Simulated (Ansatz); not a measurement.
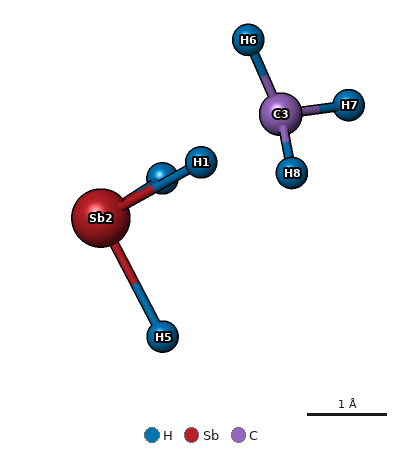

CH6Sb (multiplicity 2) (started from a transition state, displaced along its imaginary mode), before the relaxation. A ball-and-stick model, seen from a free direction.

The calculation used UKS PBE0-D4/def2-TZVP (Ansatz).

Input
```yaml
crystal:
  periodic: [false, false, false]
  atoms:
    - {symbol: H, position_ang: [-0.232495, 0.135993, 0.149649]}
    - {symbol: Sb, position_ang: [-0.232334, 1.923830, 0.500523]}
    - {symbol: C, position_ang: [-0.315413, -1.367405, -0.125777]}
    - {symbol: H, position_ang: [1.379601, 1.899932, 1.091078]}
    - {symbol: H, position_ang: [0.342736, 2.328006, -1.065099]}
    - {symbol: H, position_ang: [-0.856367, -1.831239, 0.714070]}
    - {symbol: H, position_ang: [0.752253, -1.632404, -0.170660]}
    - {symbol: H, position_ang: [-0.838080, -1.456814, -1.093682]}
basis:
  gaussian: {orbitals: def2-TZVP}
magnetization: {spin_polarized: true, initial_magnetization: 1}
hamiltonian: {xc: pbe0, dispersion: d4}
relax: {f_tol: 0.005, max_steps: 200}
```

### Predict the outcome.

H1 moves most after the best rigid fit: 1.42 Å. Largest moves by element: H 1.42 Å, Sb 0.73 Å, C 0.19 Å. Near-neighbour distances that change, for instance: H1–Sb2 1.822 → 3.706 Å, H1–C3 1.531 → 1.090 Å, C3–H6 1.101 → 1.090 Å, Sb2–H4 1.717 → 1.711 Å. New bonds form: H1–C3 (1.53 → 1.09 Å). Bonds break: H1–Sb2 (1.82 → 3.71 Å). Among the angles between lasting bonds that change: H6–C3–H7 114.0° → 109.5°. The energy falls by 147.4 kJ/mol in 25 accepted moves (30 points after the start). The largest force component goes from 2.5 to 0.0026 eV/Å. The line search rejected the trial steps at points 14, 17, 21, 24, 28 of the run. The forces were under the threshold at step 15, but the run went on from there. The run took of the order of 2.8 core-minutes on a shared host.

Step by step:

```json
{"step": "0", "E − E(0), kJ/mol": "0.00", "largest force component, eV/Å": "2.5110", "note": ""}
{"step": "1", "E − E(0), kJ/mol": "-51.41", "largest force component, eV/Å": "3.1460", "note": ""}
{"step": "2", "E − E(0), kJ/mol": "-100.90", "largest force component, eV/Å": "1.7710", "note": ""}
{"step": "3", "E − E(0), kJ/mol": "-123.70", "largest force component, eV/Å": "1.0770", "note": ""}
{"step": "4", "E − E(0), kJ/mol": "-140.56", "largest force component, eV/Å": "1.0530", "note": ""}
{"step": "5", "E − E(0), kJ/mol": "-144.63", "largest force component, eV/Å": "0.4005", "note": ""}
{"step": "6", "E − E(0), kJ/mol": "-144.73", "largest force component, eV/Å": "0.2310", "note": ""}
{"step": "7", "E − E(0), kJ/mol": "-146.38", "largest force component, eV/Å": "0.0190", "note": ""}
{"step": "8", "E − E(0), kJ/mol": "-146.52", "largest force component, eV/Å": "0.0174", "note": ""}
{"step": "9", "E − E(0), kJ/mol": "-146.57", "largest force component, eV/Å": "0.0286", "note": ""}
{"step": "10", "E − E(0), kJ/mol": "-146.60", "largest force component, eV/Å": "0.0355", "note": ""}
{"step": "11", "E − E(0), kJ/mol": "-146.63", "largest force component, eV/Å": "0.0743", "note": ""}
{"step": "12", "E − E(0), kJ/mol": "-146.66", "largest force component, eV/Å": "0.0530", "note": ""}
{"step": "13", "E − E(0), kJ/mol": "-146.71", "largest force component, eV/Å": "0.0968", "note": ""}
{"step": "14", "E − E(0), kJ/mol": "-143.89", "largest force component, eV/Å": "0.6423", "note": "rejected"}
{"step": "15", "E − E(0), kJ/mol": "-146.86", "largest force component, eV/Å": "0.0043", "note": ""}
{"step": "16", "E − E(0), kJ/mol": "-146.94", "largest force component, eV/Å": "0.0630", "note": ""}
{"step": "17", "E − E(0), kJ/mol": "-146.89", "largest force component, eV/Å": "0.1987", "note": "rejected"}
{"step": "18", "E − E(0), kJ/mol": "-147.01", "largest force component, eV/Å": "0.0385", "note": ""}
{"step": "19", "E − E(0), kJ/mol": "-147.08", "largest force component, eV/Å": "0.0830", "note": ""}
{"step": "21", "E − E(0), kJ/mol": "-146.25", "largest force component, eV/Å": "0.4338", "note": "rejected"}
{"step": "22", "E − E(0), kJ/mol": "-147.22", "largest force component, eV/Å": "0.0047", "note": ""}
{"step": "23", "E − E(0), kJ/mol": "-147.29", "largest force component, eV/Å": "0.0288", "note": ""}
{"step": "24", "E − E(0), kJ/mol": "-147.08", "largest force component, eV/Å": "0.2666", "note": "rejected"}
{"step": "25", "E − E(0), kJ/mol": "-147.31", "largest force component, eV/Å": "0.0336", "note": ""}
{"step": "26", "E − E(0), kJ/mol": "-147.35", "largest force component, eV/Å": "0.0366", "note": ""}
{"step": "27", "E − E(0), kJ/mol": "-147.35", "largest force component, eV/Å": "0.0700", "note": ""}
{"step": "28", "E − E(0), kJ/mol": "-146.96", "largest force component, eV/Å": "0.2187", "note": "rejected"}
{"step": "29", "E − E(0), kJ/mol": "-147.39", "largest force component, eV/Å": "0.0017", "note": ""}
{"step": "30", "E − E(0), kJ/mol": "-147.39", "largest force component, eV/Å": "0.0026", "note": ""}
```

The structure at the end:

```xyz
8

H     0.7920   -0.8389    0.0660
Sb   -0.4516    2.6187    0.5474
C    -0.1298   -1.3853   -0.1327
H     1.0367    2.0402    1.1631
H     0.0633    2.2672   -1.0462
H    -0.7821   -1.3272    0.7385
H     0.1043   -2.4289   -0.3423
H    -0.6328   -0.9459   -0.9937
```

The end point in the same view:

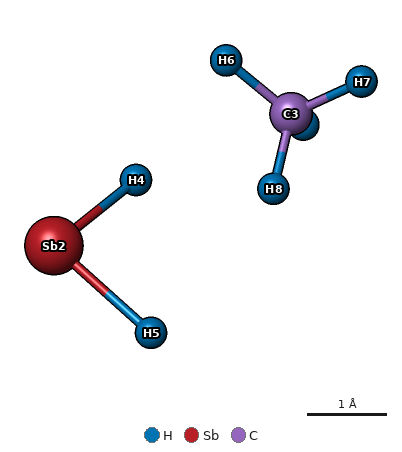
